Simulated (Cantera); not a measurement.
A closed system holds: 1 mol CH4, 0.036 mol O2, 2.6 mol N2, a varied amount of CO2, at 2550 K and 1.00 bar.

These are equilibrium values from Cantera (NASA tables, ideal gas, pure condensed phases), not measurements of a reactor. Candidate condensed phases: C, C6H6, C7H8, C8H18, H2O; 136 gas species. The numbers say what is thermodynamically allowed, not how fast it happens.

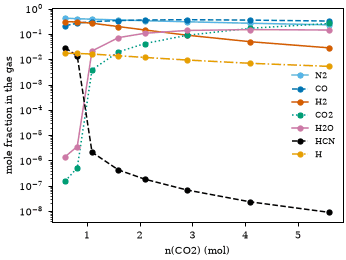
Figure. Equilibrium gas composition (values under 1e-9 drawn at 1e-9)

At 0.59 mol CO2 the condensed part is C(graphite). From 0.82 mol CO2 to 5.6 mol CO2 nothing is condensed. The main C-bearing gas is CO throughout.
